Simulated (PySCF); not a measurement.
Si(H)2(OH)(nBu), SMILES CCCC[SiH2]O, singlet at its GFN2-xTB optimised geometry (Å):

```
18

Si    -0.4448    -0.6770     0.0000
O     -0.7564    -1.4150    -1.4188
C     -1.1694    -1.6473     1.4670
C     -0.8094    -1.0355     2.8176
C     -1.4349    -1.7669     4.0075
C     -0.8586    -3.1611     4.2255
H     -1.0117     0.6770     0.0000
H      1.0117    -0.6770     0.0000
H     -1.6402    -1.6579    -1.6799
H     -0.8104    -2.6776     1.4319
H     -2.2596    -1.6988     1.3889
H     -1.1439     0.0046     2.8344
H      0.2766    -1.0286     2.9330
H     -2.5151    -1.8399     3.8576
H     -1.2674    -1.1729     4.9097
H     -1.2878    -3.6126     5.1175
H      0.2209    -3.1096     4.3521
H     -1.0750    -3.8111     3.3815
```

Level of theory: PBE0/def2-SVP in PySCF 2.14.0.

Map of the electron localisation function on the plane z = 0.6 Å:

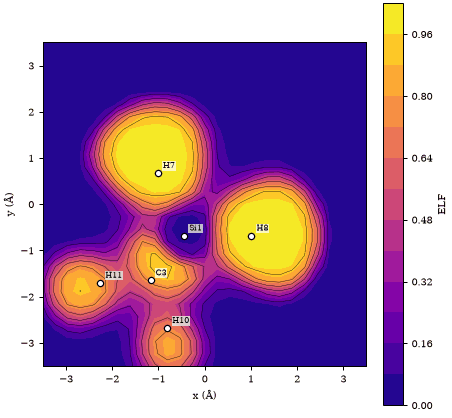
Figure: Electron localisation function on the plane z = 0.6 Å.
